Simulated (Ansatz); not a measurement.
**FGaH$_{2}$ (SMILES [F][GaH2]): density, localisation and related maps**

The calculation's input:

```
crystal:
  periodic: [false, false, false]
  atoms:
    - { symbol: F, position_ang: [-0.4841, -0.557, 1.3241] }
    - { symbol: Ga, position_ang: [-0.0759, 0.4117, -0.2022] }
    - { symbol: H, position_ang: [-0.9325, -0.5331, -1.2292] }
    - { symbol: H, position_ang: [1.548, 0.618, 0.0871] }
basis:
  gaussian: { orbitals: def2-SVP }
hamiltonian:
  xc: r2scan
  dispersion: d4
relax:
  f_tol: 0.02
  max_steps: 40
scf:
  lower_state_search: "off"
output:
  orbitals: {}
```

Run with:

```sh
ansatz run input.yaml --threads 1 --pin off --max-ram 2048MiB --backend cpu --events-out ev --progress --plain --runs-dir out
```

The fields are those of the relaxed geometry.

Level of theory: RKS r2SCAN-D4/def2-SVP in Ansatz.

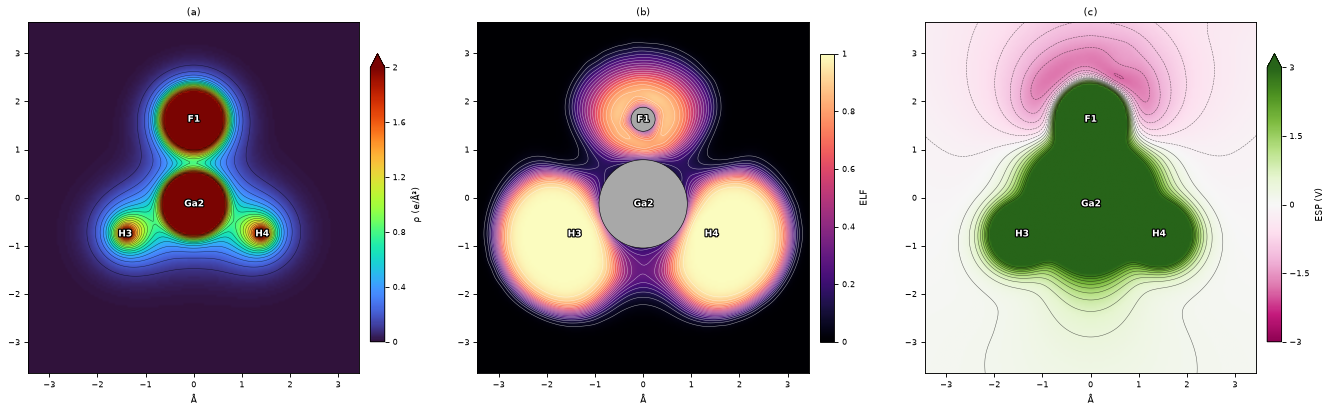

Figure 1. (a) electron density; (b) ELF; (c) electrostatic potential on the molecular plane. Grey discs cover the atomic cores in the ELF map.

Question: What do the fields say about this system?

Answer:
- Atoms in the plane: F, Ga and H.
- Ga–F (1.76 Å): the density is about 0.81 e/Å³ at the midpoint; the ELF peaks at about 0.85 in the valence shell of F, 0.5 Å from its nucleus, and is about 0.15 at the midpoint.
- Ga–H (1.55 Å): ρ is about 1 e/Å³ halfway; the ELF climbs to about 1 towards the hydrogen.
- The ELF also peaks beside F1, away from the bonds: lone-pair regions.
- Outside the dense part of the molecule the potential is most negative (−1.9 V) near F1.

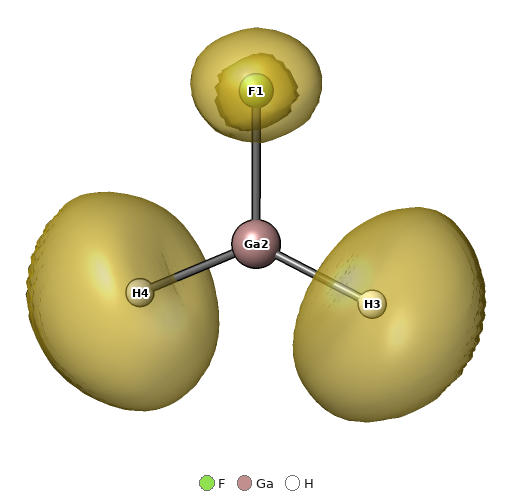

Figure 2. Isosurface of the electron localisation function at 0.8 (yellow), seen at a tilt. Core shells and regions of very low density are left out.

Question: Where are the electrons localised?

Answer: At this value the surface marks out two regions around hydrogen nuclei and one region wrapped around F (its valence shell).

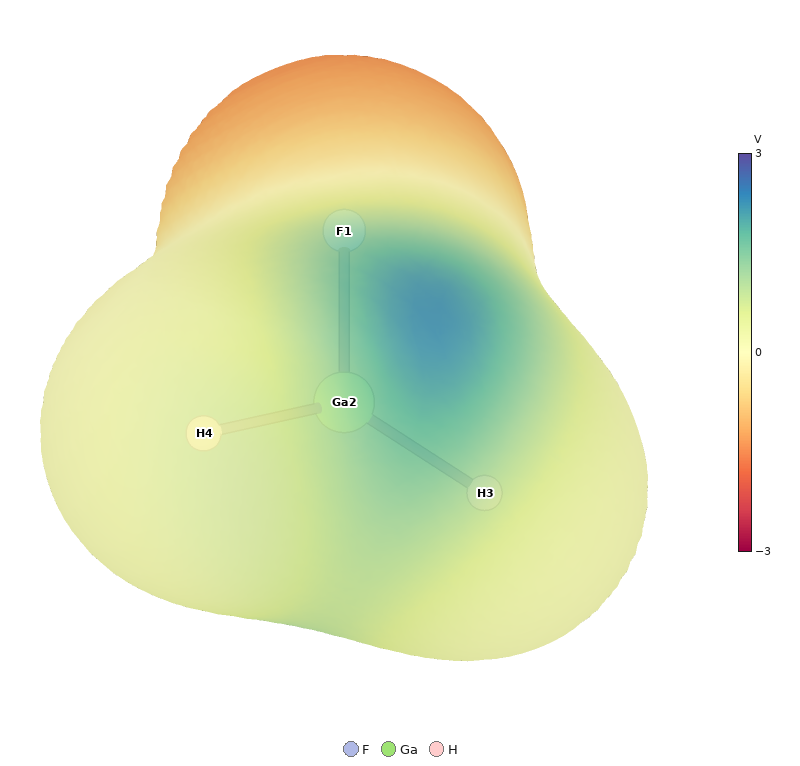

Figure 3. The molecular electrostatic potential painted on the density surface at 0.001 e/bohr³, seen at a tilt; red is negative and blue positive.

Question: Describe the electrostatic potential map.

Answer: The most negative region (about −1.4 V) lies over F1, the most positive (about +2.3 V) over Ga2.

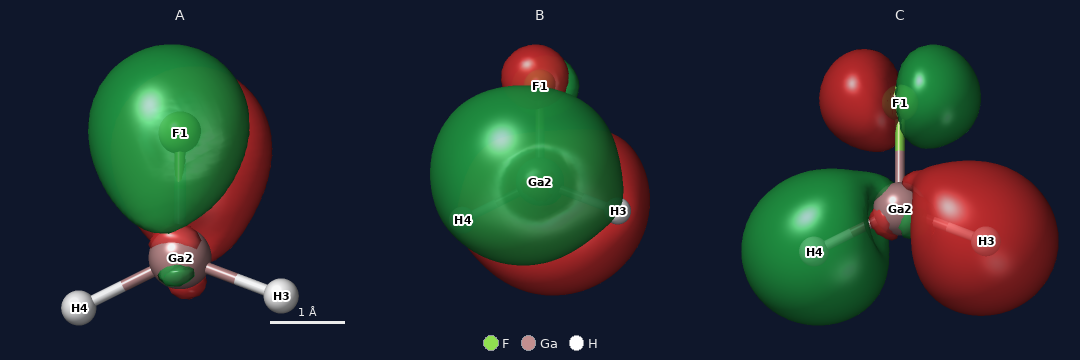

Figure 4. Three frontier orbitals at ±0.08 Å⁻³ᐟ² (green and red are the two phases), in no order.

Question: Which picture is the HOMO−1, the HOMO and the LUMO?

Answer: A is the HOMO−1 (−9.06 eV). It lies mainly on F1 (about 90 %); it changes sign across the molecular plane (π type). C is the HOMO (−7.78 eV). By Hirshfeld shares it lies mainly on F1 (about 35 %), Ga2 (about 25 %), H3 (about 20 %) and H4 (about 20 %); it is symmetric in the molecular plane (an in-plane orbital: σ, lone-pair or in-plane π type). B is the LUMO (−2.02 eV). By Hirshfeld shares it lies mainly on Ga2 (about 85 %) and F1 (about 5 %); it changes sign across the molecular plane (π type).

Question: What is the HOMO–LUMO gap?

Answer: 5.76 eV between the orbital energies.
